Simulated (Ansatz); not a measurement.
# Optical response of SnSe2, part 2 of 2

Aim: the dielectric function of SnSe2, and the optical constants that follow from it.

Ansatz 0.2.0; DFT, PBE, plane-wave PAW, default files, scalar-relativistic, independent-particle optical response without local fields.

So far. Step 2 (Ground state and bands): There is a gap, 0.74 eV on the path, so no carriers' term is needed. The cell is left with a pressure of 5.5 GPa and forces up to 0.79 eV/Å, as it stands unrelaxed at this level.

**3. Spectrum**

With the density converged, the vertical transitions are summed over the zone.

This step: DFT, PBE, plane-wave PAW, default files, scalar-relativistic, independent-particle optical response without local fields (Ansatz 0.2.0).

The input, input.yaml:

```yaml
crystal:
  lattice:
    - [3.811, 0.0, 0.0]
    - [-1.9055, 3.3004228138, 0.0]
    - [0.0, 0.0, 6.136]
  atoms:
    - { symbol: Sn, position: [0.0, 0.0, 0.0] }
    - { symbol: Se, position: [0.6666666667, 0.3333333333, 0.751] }
    - { symbol: Se, position: [0.3333333333, 0.6666666667, 0.249] }
kpoints:
  mp_grid: { grid: [7, 7, 4] }
scf:
  occupations: { method: fixed }
hamiltonian:
  xc: pbe
  pseudopotentials: { kind: paw }
output:
  optics:
    e_range: [0, 20]
    de: 0.05
    sigma: 0.1
    nscf_kmesh: { grid: [9, 9, 5] }
    bands: { spectra_wanted_up_to: 20 }
```

Run with:

```
> ansatz run input.yaml --threads 4 --pin off --max-ram 8192MiB --backend cpu --events-out ev --progress --plain --runs-dir out
```

Numbers of over 12 decimals in the logs are rounded to 6 here.

Output:

```text
[...]
Crystal: 3 atoms, lattice volume = 77.178 Å³
Basis set: ecut = 420 eV, 1485 PW (Γ)
Bands: 28, of which v1, the nominal top of the filled ones, is band 23 counted from 1 (22 counted from 0)
Symmetry: 12 space group operations
[...]
k-points: 28 of 196
[...]
SCF iter   1: F=—  HF=-16963.271565 eV  |F-HF|=—  |Δ(HF+E_count)|=         —  Δρ=1.54e-3  dr2=2.70e-3  ethr=1.77e-3  ⟨swp⟩=5.0  Hψ=2861  notcnv=0  defer=82
[...]
SCF iter   9: F=-16963.270390 eV  HF=-16963.270390 eV  |F-HF|=0.00e0  |Δ(HF+E_count)|=  9.46e-11  Δρ=3.94e-8  dr2=1.03e-12  ethr=1.00e-12  ⟨swp⟩=8.5  Hψ=3409  notcnv=0
SCF 1 converged in 9 iterations: F = -16963.270390 eV  dr2 = 1.03e-12
[...]
NSCF: frozen V_eff on 50 k-points
[...]
output.optics: what the bands over the 61 summed would add to eps1, eps2 and the energy-loss function is held between a lower and an upper bound (7 Lanczos steps). eps1, eps2 and their loss function (loss_summed_bands) are given on every row as the summed bands alone make them. Along an axis, on a row where the two bounds hold the loss function to about 1 % of the greater of itself and 0.5 % of |1/eps|, its cell (loss_completed) is given, with the completed eps1 and eps2 that it is formed of (a cell that is left empty reads nan in the table and null in the record). The two bounds hold it so along every axis on all 401 rows up to 20.000 eV. [rest of the remark cut]
SCF converged after 9 iterations
Free energy (F): -16963.270390 eV
[...]
Internal energy: -16963.270390 eV  (E = F + TS)
E sigma→0 (E₀):  -16963.270390 eV
Fermi energy:    8.106149 eV
[...]
--- Band table (eV; the first three rows and the last of 28) ---
  k-point 0: bands = [... 19 lower, 7.4156, 7.7214, 7.7214, 8.1061, 9.2098, 11.0660, 12.7591, 12.7591, ... 1 higher]
  k-point 1: bands = [... 19 lower, 7.3628, 7.3628, 7.8049, 7.8049, 10.0606, 11.0715, 12.6202, 12.6202, ... 1 higher]
  k-point 2: bands = [... 19 lower, 7.3251, 7.3251, 7.8743, 7.8743, 10.5656, 11.0373, 12.4888, 12.4888, ... 1 higher]
  k-point 27: bands = [... 19 lower, 4.0827, 4.7682, 7.5822, 7.7661, 10.5558, 12.6996, 13.2128, 14.3520, ... 1 higher]
```

Run time: 81 s. Hardware: 4 threads of Arm Neoverse V2, shared host; peak memory 1.1 GiB.

This step gave:

```
electronic dielectric constant ε∞, mean over x, y and z (by symmetry where fewer were run)                                                          : 11.51
absorption onset, first axis (α over 10⁴ cm⁻¹, or the direct gap if that lies higher)                                                               : 1.275 eV
main peak of Im epsilon, first axis                                                                                                                 : 3.867 eV
centre of weight of the strongest loss peak in the window                                                                                           : 17.44 eV
photocurrent from vertical transitions in a film 500 nm thick on a perfect mirror (two passes), AM1.5G, no front reflection, all carriers collected : 37.62 mA/cm²
least direct gap on the mesh                                                                                                                        : 1.104 eV
bands summed                                                                                                                                        : 61
spectra valid up to                                                                                                                                 : 29.34 eV
program's estimate of the k-sum error in Im epsilon                                                                                                 : 0.07 %
electrons in the f-sum                                                                                                                              : 22.38
```

The Im ε has structure finer than the step of the table below, so its rows give means over 1 eV, whole bins alone (the curve runs from 0 to 20 eV). Peaks (eV: height): E ∥ x or y 3.9: 19.1, 5.0: 17.4, 8.4: 5.70; E ∥ z 1.8: 10.2, 5.1: 17.9, 5.8: 18.1, 8.4: 6.05.

Table of Im ε by photon energy; means over each step:

| photon energy (eV) | E ∥ x or y | E ∥ z |
| --- | --- | --- |
| 1 | 0.390 | 0.853 |
| 2 | 5.14 | 9.08 |
| 3 | 9.32 | 4.17 |
| 4 | 16.8 | 5.44 |
| 5 | 14.7 | 14.6 |
| 6 | 8.34 | 13.1 |
| 7 | 4.16 | 5.20 |
| 8 | 3.69 | 4.26 |
| 9 | 3.68 | 4.58 |
| 10 | 2.13 | 2.72 |
| 11 | 1.54 | 1.48 |
| 12 | 1.07 | 1.21 |
| 13 | 0.941 | 0.788 |
| 14 | 0.791 | 0.616 |
| 15 | 0.485 | 0.420 |
| 16 | 0.368 | 0.379 |
| 17 | 0.298 | 0.322 |
| 18 | 0.268 | 0.281 |
| 19 | 0.210 | 0.212 |

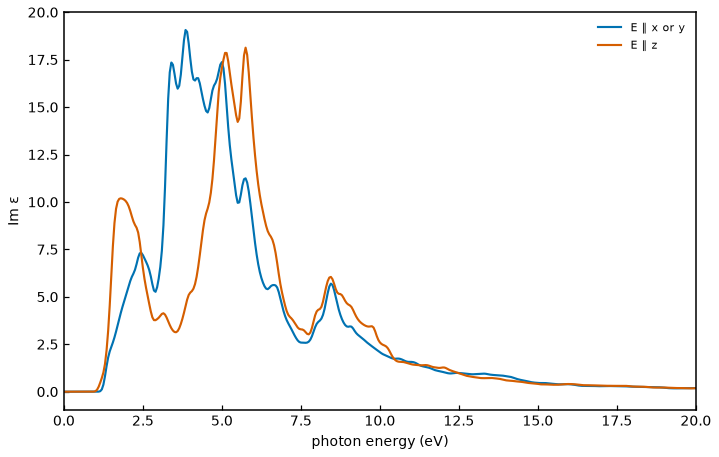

Im ε, plotted against photon energy.

Re ε against photon energy:

| photon energy (eV) | E ∥ x or y | E ∥ z |
| --- | --- | --- |
| 0 | 11.7 | 11.1 |
| 1 | 13.0 | 13.2 |
| 2 | 15.0 | 9.24 |
| 3 | 16.4 | 7.16 |
| 4 | 5.37 | 10.8 |
| 5 | -1.09 | 9.17 |
| 6 | -6.02 | -5.31 |
| 7 | -3.85 | -4.39 |
| 8 | -0.297 | -0.0492 |
| 9 | -2.28 | -2.38 |
| 10 | -2.06 | -2.79 |
| 11 | -1.45 | -1.72 |
| 12 | -1.08 | -1.27 |
| 13 | -0.665 | -0.948 |
| 14 | -0.628 | -0.656 |
| 15 | -0.412 | -0.385 |
| 16 | -0.186 | -0.120 |
| 17 | 0.0229 | 0.0154 |
| 18 | 0.127 | 0.117 |
| 19 | 0.214 | 0.235 |
| 20 | 0.349 | 0.358 |

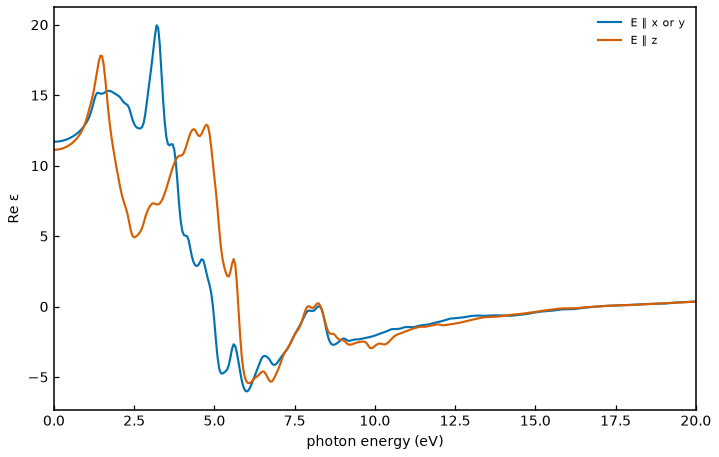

Re ε, plotted against photon energy.

Values under 1 per cm are given as 1. Absorption coefficient against photon energy:

| photon energy (eV) | E ∥ x or y (1/cm) | E ∥ z (1/cm) |
| --- | --- | --- |
| 0.00 | 1 | 1 |
| 2.00 | 1.4e5 | 3.0e5 |
| 4.00 | 1.0e6 | 3.1e5 |
| 6.00 | 1.7e6 | 1.9e6 |
| 8.00 | 1.1e6 | 1.2e6 |
| 10.00 | 1.6e6 | 1.8e6 |
| 12.00 | 1.4e6 | 1.5e6 |
| 14.00 | 1.3e6 | 1.2e6 |
| 16.00 | 9.0e5 | 8.4e5 |
| 18.00 | 5.3e5 | 5.5e5 |
| 20.00 | 3.2e5 | 3.0e5 |

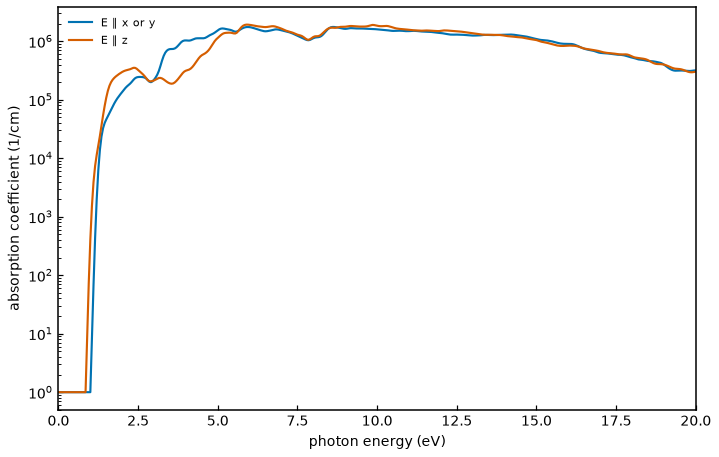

Absorption coefficient, plotted against photon energy.

The refractive index n and extinction k by photon energy:

| photon energy (eV) | n, E ∥ x or y | k, E ∥ x or y | n, E ∥ z | k, E ∥ z |
| --- | --- | --- | --- | --- |
| 0 | 3.42 | 0 | 3.34 | 0 |
| 2 | 3.93 | 0.670 | 3.38 | 1.47 |
| 4 | 3.44 | 2.55 | 3.37 | 0.775 |
| 6 | 1.48 | 2.87 | 2.13 | 3.14 |
| 8 | 1.28 | 1.39 | 1.45 | 1.46 |
| 10 | 0.659 | 1.58 | 0.715 | 1.82 |
| 12 | 0.457 | 1.14 | 0.516 | 1.24 |
| 14 | 0.448 | 0.910 | 0.340 | 0.879 |
| 16 | 0.353 | 0.558 | 0.389 | 0.520 |
| 18 | 0.459 | 0.288 | 0.456 | 0.301 |
| 20 | 0.611 | 0.156 | 0.616 | 0.149 |

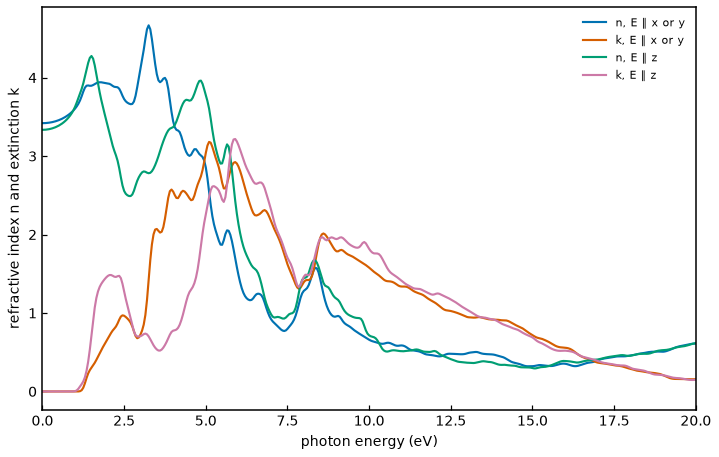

Refractive index n and extinction k against photon energy.

The loss function −Im 1/ε at q → 0 by energy loss; read off at these points:

| energy loss (eV) | E ∥ x or y | E ∥ z |
| --- | --- | --- |
| 0.0 | 0 | 0 |
| 2.0 | 0.0209 | 0.0540 |
| 4.0 | 0.0521 | 0.0365 |
| 6.0 | 0.0783 | 0.0645 |
| 8.0 | 0.278 | 0.236 |
| 10.0 | 0.243 | 0.179 |
| 12.0 | 0.462 | 0.395 |
| 14.0 | 0.770 | 0.759 |
| 16.0 | 2.07 | 2.27 |
| 17.0 | 3.40 | 3.15 |
| 18.0 | 3.07 | 3.08 |
| 20.0 | 1.21 | 1.14 |

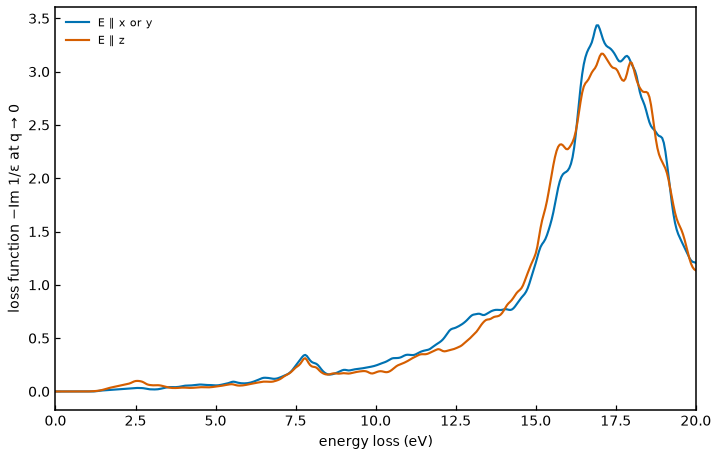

Loss function −Im 1/ε at q → 0, plotted against energy loss.

From ε follow the optical constants at some laser and lamp lines:

| wavelength (nm) | n xy | k xy | R (%) xy | 1/α xy | n z | k z | R (%) z | 1/α z |
| --- | --- | --- | --- | --- | --- | --- | --- | --- |
| 1550 | 3.53 | 0.000 | 31.2 | over 1 mm | 3.49 | 0.000 | 30.8 | over 1 mm |
| 1064 | 3.73 | 0.008 | 33.3 | 11 µm | 3.82 | 0.073 | 34.2 | 1.2 µm |
| 633 | 3.93 | 0.641 | 36.4 | 79 nm | 3.45 | 1.457 | 37.0 | 35 nm |
| 532 | 3.87 | 0.897 | 36.8 | 47 nm | 2.88 | 1.472 | 33.1 | 29 nm |
| 405 | 4.26 | 0.795 | 39.7 | 41 nm | 2.80 | 0.719 | 25.1 | 45 nm |
| 365 | 4.34 | 1.995 | 46.6 | 15 nm | 2.84 | 0.591 | 24.7 | 49 nm |
| 248 | 2.86 | 3.040 | 52.6 | 6.5 nm | 3.78 | 2.257 | 45.9 | 8.7 nm |

Rows near the edge hang on the gap, which this functional as a rule makes too small, and phonon-assisted absorption is left out.

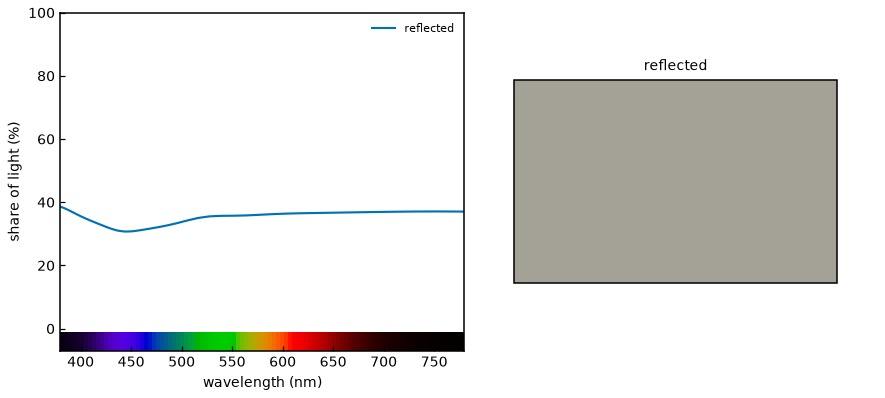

Light reflected across the visible range, with the colour that it makes of daylight (sRGB).

A polished face would reflect 36 % of daylight and look grey (CIE x = 0.324, y = 0.343 under D65).

The f-sum over the summed bands holds 22.4 of the cell's 46 electrons outside the frozen cores, 34 of which lie in bands more than 12 eV below the Fermi level, whose transitions come at higher energies. Up to 20 eV the strength has a mean oscillator energy of 5.1 eV, well above the main peak, so higher transitions carry much of it.

**4. Summary of results**

```json
{
 "gap on the path": "0.745 eV",
 "least direct gap on the path": "1.10 eV",
 "electronic dielectric constant ε∞, mean over x, y and z (by symmetry where fewer were run) (independent particles)": "11.5",
 "absorption onset, first axis (α over 10⁴ cm⁻¹, or the direct gap if that lies higher)": "1.27 eV",
 "main peak of Im epsilon, first axis": "3.87 eV",
 "centre of weight of the strongest loss peak in the window, first axis": "17.4 eV",
 "photocurrent from vertical transitions in a film 500 nm thick on a perfect mirror (two passes), AM1.5G, no front reflection, all carriers collected": "37.6 mA/cm²"
}
```

At this level (PBE, independent particles) SnSe2 has a mean ε∞ = 11.5 and n = 3.53 at 1550 nm (E ∥ x); absorption sets in near 1.3 eV, and Im ε peaks at 3.9 eV (E ∥ x). The gap is indirect (0.74 eV), so absorption without phonons can begin only at the direct gap of 1.10 eV. The absorption coefficient passes 10⁴ cm⁻¹ at 1.27 eV, in the infrared, so it absorbs across the visible. The strongest loss structure up to 20 eV has its centre of weight at 17.4 eV; a free-electron gas of the 22.4 electrons in the f-sum would put its plasmon at 20.0 eV. Distinct maxima of Im ε, read by a parabola through the highest points, lie at 3.42 eV (17), 3.87 eV (19), 4.99 eV (17) and 5.73 eV (11) for E ∥ x or y. The f-sum over the summed bands holds 22.4 of the cell's 46 electrons outside the frozen cores, 34 of which lie in bands more than 12 eV below the Fermi level, whose transitions come at higher energies. Up to 20 eV the strength has a mean oscillator energy of 5.1 eV, well above the main peak, so higher transitions carry much of it. A polished face would reflect 36 % of daylight and look grey (CIE x = 0.324, y = 0.343 under D65). Excitons and phonon-assisted transitions are missing, and so are local fields; PBE gaps are as a rule too small, which pulls the onset down and ε∞ up. In the base run ε includes the program's bounded estimate of what the bands above those summed add. Spin-orbit coupling is left out although heavy atoms are present.

[Logs are printed without paths, hosts, clocks, repeated set-up lines and the standing remarks that a program may print on its own settings, such as how far it seeks lower states.]

[Hosts, paths, dates, database ids (printed as entryN), source tags and the programs' standing remarks are cut or masked in the printed files.]
